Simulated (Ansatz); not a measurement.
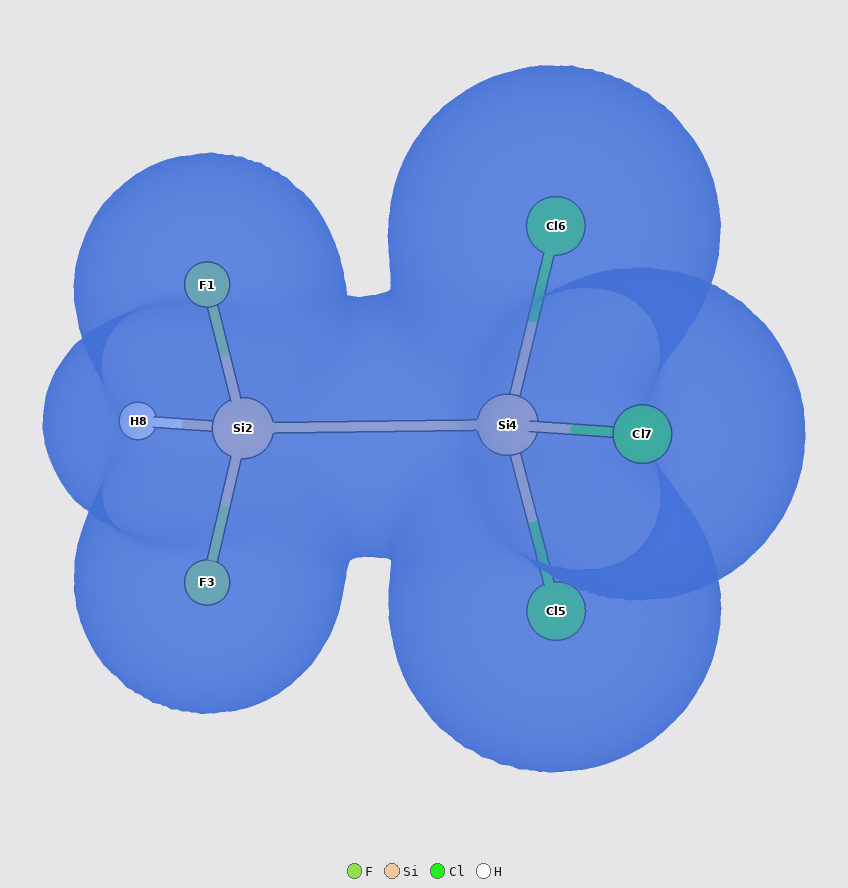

Cl$_{3}$F$_{2}$HSi$_{2}$ (SMILES F[SiH](F)[Si](Cl)(Cl)Cl). Isosurface of the total electron density at 0.1 e/Å³ (blue), seen at a tilt.

Geometry: PBE0-D4/def2-TZVP.

All numbers below come from Ansatz, RKS PBE0-D4/def2-TZVPP.

```yaml
atoms:
  - { symbol: F, position_ang: [1.0435, -0.8784, 1.8406] }
  - { symbol: Si, position_ang: [0.2293, -1.1048, 0.4979] }
  - { symbol: F, position_ang: [1.1462, -1.9334, -0.4969] }
  - { symbol: Si, position_ang: [-0.2222, 0.9833, -0.4642] }
  - { symbol: Cl, position_ang: [-1.2387, 0.7064, -2.2090] }
  - { symbol: Cl, position_ang: [-1.3842, 2.0667, 0.8126] }
  - { symbol: Cl, position_ang: [1.4959, 2.0039, -0.8410] }
  - { symbol: H, position_ang: [-0.9777, -1.9009, 0.8042] }
```

Q: Which contacts does the surface bridge?

A: At this value the surface is in one piece. It bridges the sampled Si–F (1.59 Å), Si–Cl (2.03 Å), Si–Si (2.34 Å) and Si–H (1.48 Å) contacts, where the density stays above the isovalue. On the grid the lowest density along these lines, outside the cores, is 1 e/Å³ (Si–F, 1.59 Å), 0.7 e/Å³ (Si–Cl, 2.03 Å), 0.69 e/Å³ (Si–Si, 2.34 Å) and 0.85 e/Å³ (Si–H, 1.48 Å).
